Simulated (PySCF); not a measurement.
# One shape, several levels: doublet SnSe+

Wanted: a comparison of 6 runs (U-r2SCAN/STO-3G, U-wB97X-V/STO-3G, UM06-2X/STO-3G, UCISD/STO-3G, UCCSD(T)/STO-3G, FCI/STO-3G) of doublet SnSe+. 

The results are computed with PySCF 2.14.0.

3 further runs of the same task are left out: 3 set aside as unsound or not needed.

### Step 1. The system as given

The species is SnSe+ (2 atoms), meant as a doublet with charge +1. SMILES of the parent species: `[Se][Sn]`. The shape comes from GFN2-xTB, which is rough for such elements, and wasn't checked as a minimum. That shape belongs to the parent species and isn't relaxed for this state.

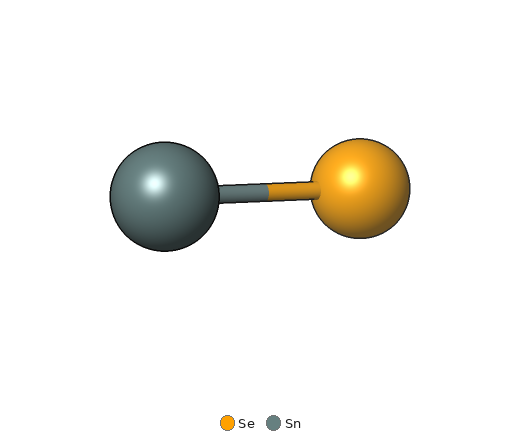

Viewed from a chosen angle; selenium orange, tin teal.

### Step 2. The energy at U-r2SCAN/STO-3G (run 1)

Contents of run.py:

```python
from pyscf import gto, dft

mol = gto.Mole()
mol.atom = [
    ('Se', (0.000000, 0.000000, 0.000000)),
    ('Sn', (0.000000, 0.000000, 2.338340)),
]
mol.max_memory = 1860
mol.charge = 1
mol.basis = 'sto-3g'
mol.verbose = 4
mol.spin = 1
mol.build()

myscf = dft.UKS(mol)
myscf.xc = 'r2scan'
myscf.grids.level = 5
myscf.conv_tol = 1e-10
myscf.kernel()
if not myscf.converged:
    myscf = myscf.newton().run(myscf.mo_coeff, myscf.mo_occ)

energy = myscf.e_tot
print(f'total energy: {energy:.8f} hartree')
```

Run with:

```bash
$ OMP_NUM_THREADS=1 python run.py
```

Standard output:

```text
PySCF version 2.14.0

[INPUT] num. atoms = 2
[INPUT] num. electrons = 83
[INPUT] charge = 1
[INPUT] spin (= nelec alpha-beta = 2S) = 1
[INPUT] symmetry False subgroup None
[INPUT] Mole.unit = angstrom
[INPUT] Symbol           X                Y                Z      unit          X                Y                Z       unit  Magmom
[INPUT]  1 Se     0.000000000000   0.000000000000   0.000000000000 AA    0.000000000000   0.000000000000   0.000000000000 Bohr   0.0
[INPUT]  2 Sn     0.000000000000   0.000000000000   2.338340000000 AA    0.000000000000   0.000000000000   4.418822186115 Bohr   0.0

nuclear repulsion = 384.717901829503
number of shells = 19
number of NR pGTOs = 135
number of NR cGTOs = 45
basis = sto-3g
ecp = {}

[... 37 lines left out ...]
WARN: HOMO -0.665050710380478 >= LUMO -0.665050710380518
[... 50 lines left out ...]
converged SCF energy = -8340.24511800137  <S^2> = 0.77080514  2S+1 = 2.020698
total energy: -8340.24511800 hartree
```

It took 5.1 s on 1 thread of AMD EPYC 9R45 (Zen 5), shared host; peak memory 0.27 GiB.

### Step 3. The energy at U-wB97X-V/STO-3G (run 2)

Contents of job.py:

```python
from pyscf import gto, dft

mol = gto.M(
    atom='''
Se   0.000000   0.000000   0.000000
Sn   0.000000   0.000000   2.338340
''',
    charge=1,
    max_memory=1860,
    verbose=3,
    spin=1,
    basis='sto-3g',
)

myscf = dft.UKS(mol, xc='wb97x-v')
myscf.grids.level = 5
myscf.conv_tol = 1e-10
myscf.nlcgrids.level = 1
myscf.kernel()
if not myscf.converged:
    myscf = myscf.newton().run(myscf.mo_coeff, myscf.mo_occ)

e_tot = myscf.e_tot
print('E = %.10f Eh' % e_tot)
```

Run with:

```bash
$ OMP_NUM_THREADS=1 python job.py
```

Standard output:

```text
WARN: HOMO -0.68216144473986 >= LUMO -0.682161444739881

converged SCF energy = -8339.50657558728  <S^2> = 0.76360758  2S+1 = 2.0135616
E = -8339.5065755873 Eh
```

Run time: 12 s. Hardware: 1 thread of AMD EPYC 9R45 (Zen 5), shared host; peak memory 0.26 GiB.

### Step 4. A single-point energy at UM06-2X/STO-3G (run 3)

Contents of job.py:

```python
from pyscf import gto, dft

mol = gto.M(
    atom=[
    ('Se', (0.000000, 0.000000, 0.000000)),
    ('Sn', (0.000000, 0.000000, 2.338340)),
],
    spin=1,
    max_memory=1860,
    charge=1,
    verbose=3,
    basis='sto-3g',
)

mf = dft.UKS(mol)
mf.xc = 'm06-2x'
mf.grids.level = 5
mf.conv_tol = 1e-10
mf.kernel()
if not mf.converged:
    mf = mf.newton().run(mf.mo_coeff, mf.mo_occ)

e_final = mf.e_tot
print('E(%s) = %.9f' % ('M06-2X', e_final))
```

Run with:

```bash
$ OMP_NUM_THREADS=1 python job.py
```

Standard output:

```text
WARN: HOMO -0.678432650662992 >= LUMO -0.678432650662964

converged SCF energy = -8340.1809433143  <S^2> = 0.83326627  2S+1 = 2.0816016
E(M06-2X) = -8340.180943314
```

Run time: 5.4 s. Hardware: 1 thread of AMD EPYC 9R45 (Zen 5), shared host; peak memory 0.28 GiB.

Runs 4 to 5 aren't shown in full; the table further down has their settings and results.

### Step 5. The energy at FCI/STO-3G (run 6)

Contents of input.py:

```python
from pyscf import gto, mcscf

system = gto.M(
    atom='''
Se     0.000000     0.000000     0.000000
Sn     0.000000     0.000000     2.338340
''',
    verbose=3,
    charge=1,
    spin=1,
    basis='sto-3g',
    max_memory=1860,
)

hf = system.ROHF()
hf.conv_tol = 1e-10
hf.kernel()
if not hf.converged:
    hf = hf.newton().run(hf.mo_coeff, hf.mo_occ)

cas = mcscf.CASCI(hf, hf.mo_coeff.shape[-1] - 27, (system.nelec[0] - 27, system.nelec[1] - 27))  # full CI above the frozen core
cas.fix_spin_(ss=0.75)
cas.kernel()
e_final = cas.e_tot
print('E = %.10f Eh' % e_final)
```

Run with:

```bash
$ OMP_NUM_THREADS=1 python input.py
```

Standard output:

```text
converged SCF energy = -8336.65677399949
CASCI E = -8336.75779110451  E(CI) = -247.699325556614  S^2 = 0.7500000
E = -8336.7577911045 Eh
```

Wall time 60 s (1 thread of AMD EPYC 9R45 (Zen 5), shared host); peak memory 0.67 GiB.

### Step 6. All runs side by side

| run | level | nlc grid | integration grid | energy (Eh) | HOMO energy (eV) | LUMO energy (eV) | ⟨S²⟩ | wall time |
| --- | --- | --- | --- | --- | --- | --- | --- | --- |
| 1 | U-r2SCAN/STO-3G | – | 5 | -8340.245118 | -10.56 | -9.90 | 0.771 | 5.1 s |
| 2 | U-wB97X-V/STO-3G | 1 | 5 | -8339.506576 | -13.29 | -7.43 | 0.764 | 12 s |
| 3 | UM06-2X/STO-3G | – | 5 | -8340.180943 | -12.22 | -8.29 | 0.833 | 5.4 s |
| 4 | UCISD/STO-3G | – | – | -8336.740689 | -12.51 | -4.38 | 1.670 | 1 s |
| 5 | UCCSD(T)/STO-3G | – | – | -8336.751744 | -12.51 | -4.38 | 1.670 | 1.1 s |
| 6 | FCI/STO-3G | – | – | -8336.757791 | – | – | – | 60 s |

### Step 7. Summary of results

| quantity | value |
| --- | --- |
| run 6: total energy | -8336.75779 Eh |
| run 6: correlation energy (27 core orbitals frozen) | -101.0 mEh |

Against full CI in this basis: UCISD +17.1 mEh; UCCSD(T) +6.0 mEh. Totals of different functionals can't be ranked against each other. In runs 1, 2, 3, 4, 5, 6 the basis is minimal, so the values are rough. In runs 1, 2, 3, 4, 5, 6 relativity is left out where basis or elements ask for it. Spin contamination of the reference: run 4 ⟨S²⟩ = 1.67, run 5 ⟨S²⟩ = 1.67. Where it is this large, the reference is a mixture of spin states, and values that rest on it are in doubt. All runs together took 85 s, the longest 60 s.
